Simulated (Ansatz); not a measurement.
Nudged elastic band of InH5O3

- system: InH5O3
- method: RKS r2SCAN/def2-SVP (Ansatz 0.2.0)

It belongs to a series of runs on one base structure; here: band between the two ends.

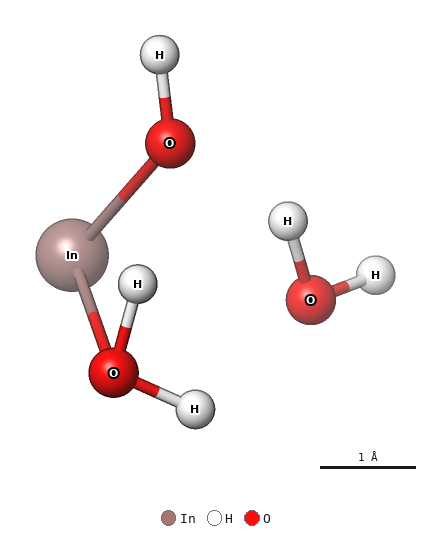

The input geometry (ball-and-stick view, seen at a tilt). Sticks mark near contacts.

**Input file**
```yaml
crystal:
  periodic: [false, false, false]
  atoms:
    - { symbol: In, position_ang: [-0.208046, -0.65972, -1.701259] }
    - { symbol: H, position_ang: [-1.098006, -0.957764, 0.944514] }
    - { symbol: O, position_ang: [0.032086, 1.195618, -0.500927] }
    - { symbol: O, position_ang: [-1.676577, -0.507676, 0.306615] }
    - { symbol: H, position_ang: [0.922129, 0.178776, 0.362359] }
    - { symbol: O, position_ang: [1.071319, -0.804284, 0.552673] }
    - { symbol: H, position_ang: [0.203646, 2.090118, -0.819048] }
    - { symbol: H, position_ang: [-1.273367, 0.404335, 0.272725] }
    - { symbol: H, position_ang: [2.026816, -0.939501, 0.58245] }
basis:
  gaussian: { orbitals: def2-SVP }
hamiltonian:
  xc: r2scan
neb:
  order_check: false
  images: 7
  f_tol: 0.03
  max_iterations: 60
  final_atoms:
    - { symbol: In, position_ang: [0.00397886, -0.73268556, -1.68014057] }
    - { symbol: H, position_ang: [-0.47156401, -0.48395622, 0.75513646] }
    - { symbol: O, position_ang: [0.47634209, 1.53497572, -0.76230636] }
    - { symbol: O, position_ang: [-1.37695044, -0.16564366, 0.4322979] }
    - { symbol: H, position_ang: [-0.35706729, 1.68832187, -0.28665936] }
    - { symbol: O, position_ang: [1.04370139, -0.70640118, 0.28896871] }
    - { symbol: H, position_ang: [0.96925004, 0.93887222, -0.12912752] }
    - { symbol: H, position_ang: [-2.03318784, -0.78144148, 0.78427883] }
    - { symbol: H, position_ang: [1.7454972, -1.29213972, 0.59765391] }
  initial_path:
    images:
      - { positions_ang: [[-0.208046, -0.65972, -1.701259], [-1.098006, -0.957764, 0.944514], [0.032086, 1.195618, -0.500927], [-1.676577, -0.507676, 0.306615], [0.922129, 0.178776, 0.362359], [1.071319, -0.804284, 0.552673], [0.203646, 2.090118, -0.819048], [-1.273367, 0.404335, 0.272725], [2.026816, -0.939501, 0.58245]] }
      - { positions_ang: [[-0.20894589, -0.7059851, -1.72284449], [-0.91935474, -0.77325761, 0.80904187], [0.01412388, 1.21250115, -0.49928373], [-1.57658542, -0.55237403, 0.35890967], [0.79357977, 0.20432994, 0.28727859], [1.12206869, -0.76814611, 0.44709525], [0.32685721, 2.03545309, -0.75749797], [-1.43130879, 0.30438641, 0.38926043], [1.87956528, -0.95700574, 0.68814239]] }
      - { positions_ang: [[-0.20984579, -0.7522502, -1.74442997], [-0.74070347, -0.58875122, 0.67356973], [-0.00383824, 1.22938431, -0.49764046], [-1.47659385, -0.59707207, 0.41120433], [0.66503055, 0.22988388, 0.21219817], [1.17281839, -0.73200822, 0.3415175], [0.45006842, 1.98078818, -0.69594795], [-1.58925058, 0.20443781, 0.50579587], [1.73231457, -0.97451047, 0.79383478]] }
      - { positions_ang: [[-0.21074568, -0.7985153, -1.76601546], [-0.56205221, -0.40424483, 0.5380976], [-0.02180037, 1.24626746, -0.49599718], [-1.37660227, -0.6417701, 0.463499], [0.53648132, 0.25543782, 0.13711776], [1.22356808, -0.69587034, 0.23593975], [0.57327964, 1.92612327, -0.63439792], [-1.74719236, 0.10448922, 0.6223313], [1.58506385, -0.99201521, 0.89952717]] }
      - { positions_ang: [[-0.21164558, -0.84478039, -1.78760095], [-0.38340095, -0.21973844, 0.40262547], [-0.03976249, 1.26315062, -0.49435391], [-1.2766107, -0.68646813, 0.51579366], [0.4079321, 0.28099176, 0.06203734], [1.27431777, -0.65973245, 0.130362], [0.69649085, 1.87145836, -0.5728479], [-1.90513415, 0.00454062, 0.73886674], [1.43781314, -1.00951994, 1.00521955]] }
      - { positions_ang: [[-0.15773947, -0.81675668, -1.76073586], [-0.40544171, -0.28579288, 0.49075321], [0.08926366, 1.33110689, -0.56134202], [-1.30169563, -0.55626202, 0.49491972], [0.21668225, 0.63282429, -0.02513683], [1.21666368, -0.67139963, 0.17001368], [0.76468065, 1.63831182, -0.4619178], [-1.93714758, -0.1919549, 0.75021976], [1.51473416, -1.08017489, 0.90332814]] }
      - { positions_ang: [[-0.10383336, -0.78873297, -1.73387076], [-0.42748248, -0.35184733, 0.57888096], [0.2182898, 1.39906317, -0.62833013], [-1.32678057, -0.4260559, 0.47404578], [0.0254324, 0.98465682, -0.11231101], [1.15900958, -0.68306681, 0.20966535], [0.83287045, 1.40516529, -0.35098771], [-1.969161, -0.38845043, 0.76157278], [1.59165517, -1.15082983, 0.80143673]] }
      - { positions_ang: [[-0.04992725, -0.76070927, -1.70700567], [-0.44952325, -0.41790177, 0.66700871], [0.34731595, 1.46701945, -0.69531825], [-1.35186551, -0.29584978, 0.45317184], [-0.16581745, 1.33648935, -0.19948519], [1.10135549, -0.694734, 0.24931703], [0.90106024, 1.17201876, -0.24005762], [-2.00117442, -0.58494595, 0.77292581], [1.66857619, -1.22148478, 0.69954532]] }
      - { positions_ang: [[0.00397886, -0.73268556, -1.68014057], [-0.47156401, -0.48395622, 0.75513646], [0.47634209, 1.53497572, -0.76230636], [-1.37695044, -0.16564366, 0.4322979], [-0.35706729, 1.68832187, -0.28665936], [1.04370139, -0.70640118, 0.28896871], [0.96925004, 0.93887222, -0.12912752], [-2.03318784, -0.78144148, 0.78427883], [1.7454972, -1.29213972, 0.59765391]] }
```

Machine: 2 threads of Arm Neoverse V1, 24 GiB of memory available, shared host.

Command:
```bash
ansatz run input.yaml --threads 2 --pin off --max-ram 3072MiB --backend cpu --events-out ev --progress --plain --runs-dir out
```

**What the program printed**
```
Engine: ansatz 0.2.0, aarch64-unknown-linux-gnu
Functional definition: r2SCAN
  parameter k0 = 0.174
  parameter k1 = 0.065
  parameter a1 = 4.9479
  exchange = r2scan_x(k0 = k0, k1 = k1, a1 = a1)
  correlation = r2scan_c
1035 factors; their error is unknown
mean field evaluation 1: about -11380.4105 eV, gradient 8.2e1 eV
mean field evaluation 2: about -11278.0922 eV, gradient 2.0e2 eV
mean field evaluation 4: about -11391.7885 eV, gradient 1.6e1 eV
mean field evaluation 8: about -11392.2602 eV, gradient 1.5e-1 eV
mean field evaluation 16: about -11392.2454 eV, gradient 1.3e-4 eV
mean field -11392.24544515 eV, -418.6572981680 hartree, gradient 3.2e-5 eV, S^2 0.000000; 0 other end points of the search recorded, 0 dependent functions left out
the calculation of the forces begins
reference -11392.24545699 eV, -418.6572986032 hartree; 25, 25 occupied and 68, 68 virtual orbitals, 1035 factors
1035 factors; their error is unknown
mean field evaluation 32: about -11392.2455 eV, gradient 7.9e-4 eV
mean field -11392.24551666 eV, -418.6573007958 hartree, gradient 2.5e-5 eV, S^2 0.000000; 0 other end points of the search recorded, 0 dependent functions left out
[... from here on the field's lines of each further geometry are left out, up to the last ...]
NEB iter   1: max|band force component| = 4.782e1 eV/Å  barrier→ = 14.5892 eV  barrier← = 14.5893 eV  Δτ_max = 0.2000 Å  (251 SCF iters)
NEB iter   2: max|band force component| = 2.322e1 eV/Å  barrier→ = 3.8461 eV  barrier← = 3.8461 eV  Δτ_max = 0.2000 Å  (243 SCF iters)
NEB iter   3: max|band force component| = 8.845e0 eV/Å  barrier→ = 1.3008 eV  barrier← = 1.3009 eV  Δτ_max = 0.1863 Å  (227 SCF iters)
NEB iter   4: max|band force component| = 2.676e0 eV/Å  barrier→ = 0.7870 eV  barrier← = 0.7871 eV  Δτ_max = 0.1987 Å  (224 SCF iters)
NEB iter   5: max|band force component| = 1.505e0 eV/Å  barrier→ = 0.5569 eV  barrier← = 0.5570 eV  Δτ_max = 0.1997 Å  (223 SCF iters)
NEB iter   6: max|band force component| = 1.145e0 eV/Å  barrier→ = 0.3721 eV  barrier← = 0.3722 eV  Δτ_max = 0.1976 Å  (214 SCF iters)
NEB iter   7: max|band force component| = 1.006e0 eV/Å  barrier→ = 0.3303 eV  barrier← = 0.3304 eV  Δτ_max = 0.1989 Å  (213 SCF iters)
NEB iter   8: max|band force component| = 1.514e0 eV/Å  barrier→ = 0.2680 eV  barrier← = 0.2681 eV  Δτ_max = 0.1005 Å  (209 SCF iters)
NEB iter   9: max|band force component| = 4.367e-1 eV/Å  barrier→ = 0.2926 eV  barrier← = 0.2926 eV  CI = image 5  Δτ_max = 0.1962 Å  (203 SCF iters)
NEB iter  10: max|band force component| = 3.796e-1 eV/Å  barrier→ = 0.3068 eV  barrier← = 0.3069 eV  CI = image 5  Δτ_max = 0.1647 Å  (203 SCF iters)
NEB iter  11: max|band force component| = 5.297e-1 eV/Å  barrier→ = 0.3061 eV  barrier← = 0.3062 eV  CI = image 5  Δτ_max = 0.0832 Å  (209 SCF iters)
NEB iter  12: max|band force component| = 2.891e-1 eV/Å  barrier→ = 0.3017 eV  barrier← = 0.3018 eV  CI = image 5  Δτ_max = 0.0826 Å  (204 SCF iters)
NEB iter  13: max|band force component| = 1.104e-1 eV/Å  barrier→ = 0.2999 eV  barrier← = 0.3000 eV  CI = image 5  Δτ_max = 0.0912 Å  (203 SCF iters)
NEB iter  14: max|band force component| = 8.113e-2 eV/Å  barrier→ = 0.2989 eV  barrier← = 0.2990 eV  CI = image 5  Δτ_max = 0.0617 Å  (203 SCF iters)
NEB iter  15: max|band force component| = 1.157e-1 eV/Å  barrier→ = 0.2983 eV  barrier← = 0.2983 eV  CI = image 5  Δτ_max = 0.0308 Å  (204 SCF iters)
NEB iter  16: max|band force component| = 7.647e-2 eV/Å  barrier→ = 0.2980 eV  barrier← = 0.2980 eV  CI = image 5  Δτ_max = 0.0308 Å  (207 SCF iters)
NEB iter  17: max|band force component| = 9.407e-2 eV/Å  barrier→ = 0.2978 eV  barrier← = 0.2979 eV  CI = image 5  Δτ_max = 0.0154 Å  (206 SCF iters)
NEB iter  18: max|band force component| = 1.058e-1 eV/Å  barrier→ = 0.2978 eV  barrier← = 0.2979 eV  CI = image 5  Δτ_max = 0.0154 Å  (197 SCF iters)
NEB iter  19: max|band force component| = 1.291e-1 eV/Å  barrier→ = 0.2977 eV  barrier← = 0.2978 eV  CI = image 5  Δτ_max = 0.0308 Å  (199 SCF iters)
NEB iter  20: max|band force component| = 1.718e-1 eV/Å  barrier→ = 0.2977 eV  barrier← = 0.2978 eV  CI = image 5  Δτ_max = 0.0620 Å  (201 SCF iters)
NEB iter  21: max|band force component| = 2.012e-1 eV/Å  barrier→ = 0.2977 eV  barrier← = 0.2978 eV  CI = image 5  Δτ_max = 0.0308 Å  (190 SCF iters)
NEB iter  22: max|band force component| = 1.986e-1 eV/Å  barrier→ = 0.2977 eV  barrier← = 0.2978 eV  CI = image 5  Δτ_max = 0.0308 Å  (189 SCF iters)
NEB iter  23: max|band force component| = 2.422e-1 eV/Å  barrier→ = 0.2977 eV  barrier← = 0.2978 eV  CI = image 5  Δτ_max = 0.0308 Å  (193 SCF iters)
NEB iter  24: max|band force component| = 3.374e-1 eV/Å  barrier→ = 0.2977 eV  barrier← = 0.2978 eV  CI = image 5  Δτ_max = 0.0154 Å  (184 SCF iters)
NEB iter  25: max|band force component| = 2.903e-1 eV/Å  barrier→ = 0.2977 eV  barrier← = 0.2978 eV  CI = image 5  Δτ_max = 0.0309 Å  (178 SCF iters)
NEB iter  26: max|band force component| = 2.274e-1 eV/Å  barrier→ = 0.2977 eV  barrier← = 0.2978 eV  CI = image 5  Δτ_max = 0.0615 Å  (178 SCF iters)
NEB iter  27: max|band force component| = 1.942e-1 eV/Å  barrier→ = 0.2977 eV  barrier← = 0.2978 eV  CI = image 5  Δτ_max = 0.1226 Å  (177 SCF iters)
NEB iter  28: max|band force component| = 1.314e-1 eV/Å  barrier→ = 0.2977 eV  barrier← = 0.2978 eV  CI = image 5  Δτ_max = 0.1237 Å  (176 SCF iters)
NEB iter  29: max|band force component| = 1.692e-1 eV/Å  barrier→ = 0.2977 eV  barrier← = 0.2978 eV  CI = image 5  Δτ_max = 0.0465 Å  (171 SCF iters)
NEB iter  30: max|band force component| = 5.537e-2 eV/Å  barrier→ = 0.2977 eV  barrier← = 0.2978 eV  CI = image 5  Δτ_max = 0.0619 Å  (176 SCF iters)
NEB iter  31: max|band force component| = 2.035e-1 eV/Å  barrier→ = 0.2977 eV  barrier← = 0.2978 eV  CI = image 5  Δτ_max = 0.0309 Å  (166 SCF iters)
the calculation of the forces begins
reference -11392.20196650 eV, -418.6557003571 hartree; 25, 25 occupied and 68, 68 virtual orbitals, 1035 factors
1035 factors; their error is unknown
mean field -11391.94776016 eV, -418.6463584463 hartree, gradient 1.5e-5 eV, S^2 0.000000; 1 other end points of the search recorded, 0 dependent functions left out
the calculation of the forces begins
reference -11391.94777211 eV, -418.6463588856 hartree; 25, 25 occupied and 68, 68 virtual orbitals, 1035 factors
NEB iter  32: max|band force component| = 2.024e-2 eV/Å  barrier→ = 0.2977 eV  barrier← = 0.2978 eV  CI = image 5  Δτ_max = 0.0000 Å  (371 SCF iters)
```

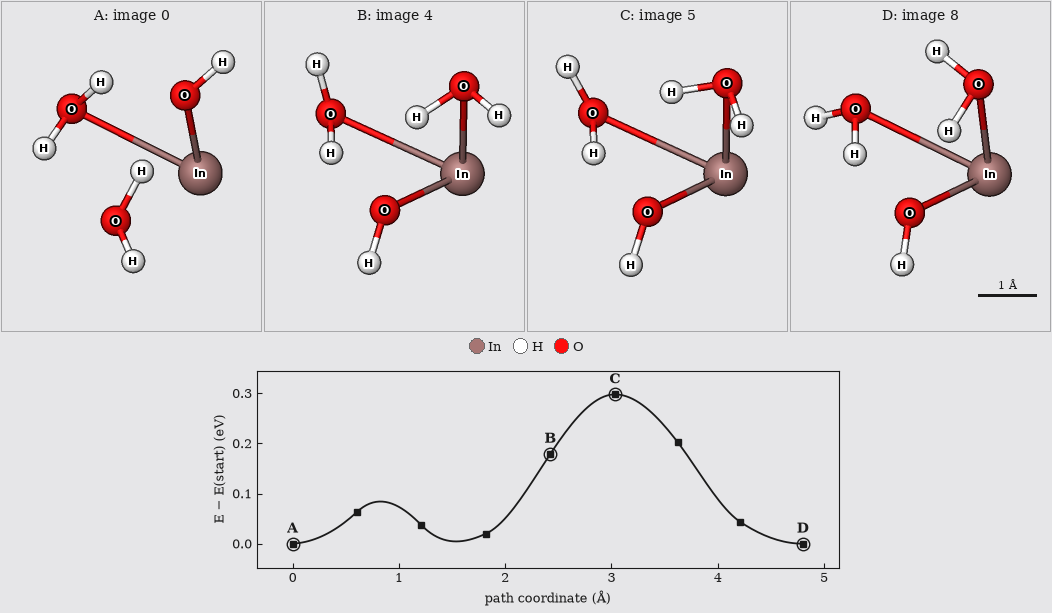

Images of the last band (counted from 0; ball-and-stick, seen at a tilt) above the energy along the path; the line is a cubic interpolation that uses the forces. The highest image is number 5, 0.298 eV above the start and 0.298 eV above the end (the climbing image); start and end have the same energy. The path is 4.80 Å long. The band converged in 32 iterations.

```
Total energy: -11391.94777211 eV, -418.6463588856 hartree
Atom 0 at     0.052452    -0.818510    -1.645828 Å, force     0.000025    -0.000017    -0.000052 eV/Å
Atom 1 at    -0.482766    -0.752844     0.752611 Å, force     0.000073    -0.000039    -0.000005 eV/Å
Atom 2 at     0.143685     1.627751    -0.759729 Å, force     0.000078    -0.000016     0.000084 eV/Å
Atom 3 at    -1.435410    -0.769243     0.390947 Å, force    -0.000003     0.000054     0.000013 eV/Å
Atom 4 at    -0.086610     1.200267     0.083487 Å, force    -0.000072     0.000014     0.000033 eV/Å
Atom 5 at     1.032899    -0.628565     0.320742 Å, force    -0.000013     0.000026     0.000031 eV/Å
Atom 6 at     1.111605     1.602273    -0.681827 Å, force    -0.000042    -0.000003    -0.000099 eV/Å
Atom 7 at    -1.985658    -0.160621     0.900016 Å, force    -0.000026    -0.000003    -0.000009 eV/Å
Atom 8 at     1.649803    -1.300606     0.639683 Å, force    -0.000021    -0.000016     0.000004 eV/Å
Dipole moment:     0.150266     0.094658     0.353226 e Å
this run last wrote the band of iteration 32 to [file]
```

**The last band as extended XYZ (Å, eV, eV/Å)**
```
9
Properties=species:S:1:pos:R:3:forces:R:3 image=0 energy=-11392.24545
In   -0.2080   -0.6597   -1.7013   -0.0008  -0.0088  -0.0063
H    -1.0980   -0.9578    0.9445   -0.0028  -0.0130   0.0077
O     0.0321    1.1956   -0.5009    0.0051  -0.0032   0.0118
O    -1.6766   -0.5077    0.3066    0.0038   0.0034  -0.0029
H     0.9221    0.1788    0.3624   -0.0021   0.0061  -0.0064
O     1.0713   -0.8043    0.5527   -0.0215  -0.0003   0.0030
H     0.2036    2.0901   -0.8190   -0.0070   0.0020   0.0011
H    -1.2734    0.4043    0.2727    0.0002   0.0176  -0.0078
H     2.0268   -0.9395    0.5825    0.0252  -0.0038  -0.0002
9
Properties=species:S:1:pos:R:3:forces:R:3 image=1 energy=-11392.18227
In   -0.2668   -0.6070   -1.7336   -0.0271   0.0629  -0.0251
H    -0.8206   -0.9382    0.8430   -0.0771  -0.0043   0.0168
O     0.0337    1.2385   -0.5027   -0.0112  -0.0412  -0.0266
O    -1.6280   -0.6460    0.3669   -0.0177   0.0238  -0.0173
H     0.8114    0.2610    0.2570    0.0646  -0.1381   0.0634
O     0.9839   -0.7529    0.4968    0.0379   0.0183   0.0363
H     0.4914    2.0205   -0.8383   -0.0765   0.0187  -0.0233
H    -1.5185    0.3264    0.4048    0.0737   0.0181  -0.0246
H     1.9134   -0.9025    0.7063    0.0334   0.0417   0.0004
9
Properties=species:S:1:pos:R:3:forces:R:3 image=2 energy=-11392.20841
In   -0.1426   -0.8426   -1.6167    0.0677  -0.1012   0.0610
H    -0.7346   -0.8962    0.8411    0.0302   0.0178  -0.0089
O     0.0388    1.3159   -0.4143    0.0115   0.0381   0.0460
O    -1.5988   -0.6925    0.3955    0.0256  -0.0269   0.0298
H     0.6523    0.6339    0.1064   -0.0876   0.1735  -0.0777
O     0.9584   -0.7688    0.3839   -0.0125  -0.0142  -0.0511
H     0.5833    2.0304   -0.7685    0.0506   0.0023   0.0420
H    -1.5975    0.2806    0.4279   -0.0426  -0.0063  -0.0061
H     1.8407   -1.0608    0.6449   -0.0429  -0.0832  -0.0349
9
Properties=species:S:1:pos:R:3:forces:R:3 image=3 energy=-11392.22564
In   -0.1113   -0.8382   -1.5812   -0.0132  -0.0030   0.0079
H    -0.6315   -0.8365    0.8154   -0.0060  -0.0143   0.0058
O     0.1078    1.4629   -0.5119    0.0044  -0.0231   0.0305
O    -1.5636   -0.8065    0.4356   -0.0034   0.0159   0.0019
H     0.6371    0.8485    0.0875    0.0445  -0.0423  -0.0092
O     0.9444   -0.7077    0.3903   -0.0111  -0.0155   0.0088
H     0.7796    1.9999   -0.9544   -0.0471   0.0458  -0.0115
H    -1.8588    0.0994    0.6112    0.0126   0.0235  -0.0413
H     1.6963   -1.2219    0.7077    0.0194   0.0130   0.0071
9
Properties=species:S:1:pos:R:3:forces:R:3 image=4 energy=-11392.06627
In   -0.0650   -0.8309   -1.6047   -0.0375   0.0138   0.0135
H    -0.5642   -0.7885    0.7903   -0.0432  -0.0381   0.0078
O     0.1380    1.5687   -0.6726   -0.0217  -0.0213   0.0716
O    -1.5155   -0.8019    0.4385   -0.0383  -0.0476   0.0037
H     0.3364    1.0163    0.1190    0.2245  -0.1088   0.0355
O     0.9577   -0.6526    0.3591   -0.0363  -0.0007   0.0241
H     1.0454    1.7778   -0.9426   -0.0572   0.1288  -0.1194
H    -1.9664   -0.0349    0.8168    0.0040   0.0287  -0.0694
H     1.6337   -1.2541    0.6961    0.0057   0.0453   0.0325
9
Properties=species:S:1:pos:R:3:forces:R:3 image=5 energy=-11391.94776
In    0.0525   -0.8185   -1.6458    0.0000   0.0000  -0.0001
H    -0.4828   -0.7528    0.7526    0.0001   0.0000   0.0000
O     0.1437    1.6278   -0.7597    0.0001   0.0000   0.0001
O    -1.4354   -0.7692    0.3909    0.0000   0.0001   0.0000
H    -0.0866    1.2003    0.0835   -0.0001   0.0000   0.0000
O     1.0329   -0.6286    0.3207    0.0000   0.0000   0.0000
H     1.1116    1.6023   -0.6818    0.0000   0.0000  -0.0001
H    -1.9857   -0.1606    0.9000    0.0000   0.0000   0.0000
H     1.6498   -1.3006    0.6397    0.0000   0.0000   0.0000
9
Properties=species:S:1:pos:R:3:forces:R:3 image=6 energy=-11392.04263
In    0.1645   -0.7960   -1.6960    0.0416   0.0035  -0.0223
H    -0.4516   -0.6561    0.7305    0.0259   0.0515  -0.0027
O     0.2200    1.6069   -0.7930    0.0270  -0.0138  -0.0267
O    -1.3773   -0.5001    0.3328    0.0354   0.1352  -0.0103
H    -0.3520    1.2320   -0.0950   -0.1368   0.0164  -0.0956
O     1.0718   -0.6604    0.3060    0.0247  -0.0120  -0.0150
H     1.0970    1.4173   -0.4152   -0.0184  -0.0947   0.1161
H    -2.0281   -0.2812    1.0085   -0.0124  -0.0618   0.0766
H     1.6558   -1.3625    0.6215    0.0129  -0.0244  -0.0200
9
Properties=species:S:1:pos:R:3:forces:R:3 image=7 energy=-11392.20196
In    0.1910   -0.7661   -1.7268    0.0007   0.0039  -0.0067
H    -0.4400   -0.5259    0.7079    0.0097   0.0403  -0.0017
O     0.3295    1.5565   -0.7807    0.0231  -0.0167  -0.0034
O    -1.3465   -0.2108    0.3709    0.0120   0.0836   0.0214
H    -0.4705    1.3769   -0.2441   -0.0396   0.0419  -0.0477
O     1.0872   -0.6897    0.2857    0.0093  -0.0054  -0.0094
H     1.0133    1.1485   -0.2038   -0.0320  -0.0792   0.0514
H    -2.0389   -0.5103    0.9711    0.0038  -0.0715   0.0013
H     1.6750   -1.3792    0.6200    0.0130   0.0031  -0.0052
9
Properties=species:S:1:pos:R:3:forces:R:3 image=8 energy=-11392.24552
In    0.0040   -0.7327   -1.6801   -0.0013   0.0031  -0.0072
H    -0.4716   -0.4840    0.7551   -0.0045  -0.0003   0.0137
O     0.4763    1.5350   -0.7623   -0.0010  -0.0145   0.0180
O    -1.3769   -0.1656    0.4323   -0.0160  -0.0017  -0.0022
H    -0.3571    1.6883   -0.2867    0.0024   0.0019  -0.0102
O     1.0437   -0.7064    0.2890    0.0001  -0.0051  -0.0062
H     0.9692    0.9389   -0.1291    0.0009   0.0090  -0.0057
H    -2.0332   -0.7814    0.7843    0.0233   0.0042  -0.0029
H     1.7455   -1.2921    0.5977   -0.0039   0.0035   0.0028
```

**Key numbers**

```csv
quantity,value
outcome,converged
"barrier, forward",0.298 eV
"barrier, backward",0.298 eV
wall time,11 min (CPU time 22 min)
peak memory,0.17 GiB
```

**Notes**

The order of the saddle point was not checked.
